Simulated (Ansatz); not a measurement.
# CCSD/aug-cc-pVDZ run of C2H3FO (acetyl fluoride)

Aim: the vertical singlet–triplet gap of C2H3FO (acetyl fluoride) at CCSD/aug-cc-pVDZ, from 2 runs. 

The results are computed with Ansatz 0.2.0.

50 further runs of the same task are left out: 50 set aside as unsound or not needed.

### Step 1. The system as given

C2H3FO: 7 atoms, total charge 0, spin state singlet. SMILES: `CC(=O)F`. Geometry: relaxed at PBE0-D4/def2-TZVP.

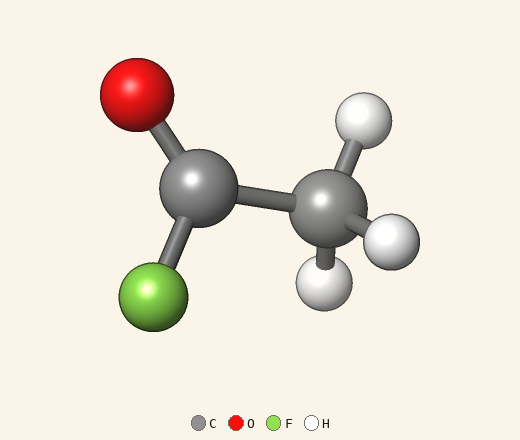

The structure, seen from a chosen angle (carbon grey, oxygen red, fluorine green, hydrogen white).

### Step 2. The energy at CCSD/aug-cc-pVDZ

Contents of molecule.yaml:

```yaml
basis:
  gaussian: {orbitals: aug-cc-pVDZ}
crystal:
  periodic: [false, false, false]
  atoms:
    - {symbol: C, position_ang: [0.485310, 0.015050, 0.443640]}
    - {symbol: C, position_ang: [-0.694890, -0.034350, -0.460580]}
    - {symbol: O, position_ang: [-1.835410, -0.165690, -0.191770]}
    - {symbol: F, position_ang: [-0.310690, 0.097630, -1.749400]}
    - {symbol: H, position_ang: [0.165320, -0.091900, 1.476660]}
    - {symbol: H, position_ang: [1.180650, -0.783140, 0.176830]}
    - {symbol: H, position_ang: [1.009710, 0.962410, 0.304610]}
scf: {omitted_lower_state_checks: [cluster_reference, increment]}
correlation: {method: ccsd, frozen_orbitals: {C: 1, F: 1, H: 0, O: 1}}
accuracy: high
```

On the command line:

```bash
$ ansatz run molecule.yaml --threads 1 --pin off --max-ram 3480MiB --events-out events.jsonl --progress --plain --runs-dir runs
```

Standard output, shortened:

```text
Warning: RAYON_NUM_THREADS=1 ignored (pool sized by the plan → 1); use --threads N
Functional definition: HF
  name "HF"
[...]
2380 factors; integrals over basis functions are off by at most 3.1e-9 eV
[...]
mean field -6852.73354682 eV, -251.8333128960 hartree, gradient 1.0e-8 eV, S^2 0.000000; 0 other end points of the search recorded, 0 dependent functions left out
4 core orbitals not correlated: weight in the atoms' cores, before any rotation towards them, 1.000 or more for the frozen orbitals, at most 0.000 for the correlated occupied ones
reference -6852.73354682 eV, -251.8333128960 hartree; 12, 12 occupied and 103, 103 virtual orbitals, 2380 factors
second order -18.34073024 eV of doubles, -0.00000000 eV of singles
cycle   1  -18.30436462 eV  change    3.6e-2 eV  update   1.1e-1
[...]
cycle  22  -18.90597059 eV  change   5.1e-10 eV  update  3.8e-10
Total energy: -6871.63951741 eV, -252.5280945004 hartree
Checks for a lower state left out: cluster_reference, increment
```

It took 42 s on 1 thread of Arm Neoverse V1, shared host; peak memory 1.2 GiB.

### Step 3. The triplet at the same level

Contents of job.yaml:

```yaml
crystal:
  periodic: [false, false, false]
  atoms:
    - {symbol: C, position_ang: [0.485310, 0.015050, 0.443640]}
    - {symbol: C, position_ang: [-0.694890, -0.034350, -0.460580]}
    - {symbol: O, position_ang: [-1.835410, -0.165690, -0.191770]}
    - {symbol: F, position_ang: [-0.310690, 0.097630, -1.749400]}
    - {symbol: H, position_ang: [0.165320, -0.091900, 1.476660]}
    - {symbol: H, position_ang: [1.180650, -0.783140, 0.176830]}
    - {symbol: H, position_ang: [1.009710, 0.962410, 0.304610]}
basis:
  gaussian:
    orbitals: aug-cc-pVDZ
magnetization:
  spin_polarized: true
  initial_magnetization: 2
correlation:
  method: ccsd
  frozen_orbitals: {C: 1, F: 1, H: 0, O: 1}
accuracy: high
scf:
  omitted_lower_state_checks: [cluster_reference, increment]
```

On the command line:

```bash
$ ansatz run job.yaml --threads 1 --pin off --max-ram 3480MiB --events-out events.jsonl --progress --plain --runs-dir runs
```

Standard output, shortened:

```text
Warning: RAYON_NUM_THREADS=1 ignored (pool sized by the plan → 1); use --threads N
[... 2 set-up lines as earlier in the session ...]
[...]
2380 factors; integrals over basis functions are off by at most 3.1e-9 eV
[...]
mean field -6848.12850434 eV, -251.6640807064 hartree, gradient 3.2e-8 eV, S^2 2.020009; 2 other end points of the search recorded, 0 dependent functions left out
4 core orbitals not correlated: weight in the atoms' cores, before any rotation towards them, 1.000 or more for the frozen orbitals, at most 0.000 for the correlated occupied ones
reference -6848.12850434 eV, -251.6640807064 hartree; 13, 11 occupied and 102, 104 virtual orbitals, 2380 factors
second order -16.65027939 eV of doubles, -0.00000000 eV of singles
cycle   1  -17.17157361 eV  change   -5.2e-1 eV  update   1.0e-1
[...]
cycle  30  -17.75871825 eV  change   3.9e-10 eV  update   2.6e-9
Total energy: -6865.88722259 eV, -252.3167015648 hartree
Checks for a lower state left out: cluster_reference, increment
```

Wall time 3.3 min (1 thread of Arm Neoverse V1, shared host); peak memory 2.8 GiB.

### Step 4. Outcome

Level: CCSD/aug-cc-pVDZ, 4 core orbitals frozen.

| quantity | value |
| --- | --- |
| singlet: total energy | -252.52809 Eh |
| singlet: correlation energy (4 core orbitals frozen) | -694.8 mEh |
| singlet: T1 diagnostic | 0.015 |
| triplet: total energy | -252.31670 Eh |
| triplet: correlation energy (4 core orbitals frozen) | -652.6 mEh |
| triplet: ⟨S²⟩ of the reference determinant | 2.020 |
| triplet: T1 diagnostic | 0.021 |
| vertical energy of the triplet above the singlet | 5.752 eV |

At this shape the triplet lies 5.75 eV (133 kcal/mol) above the singlet.
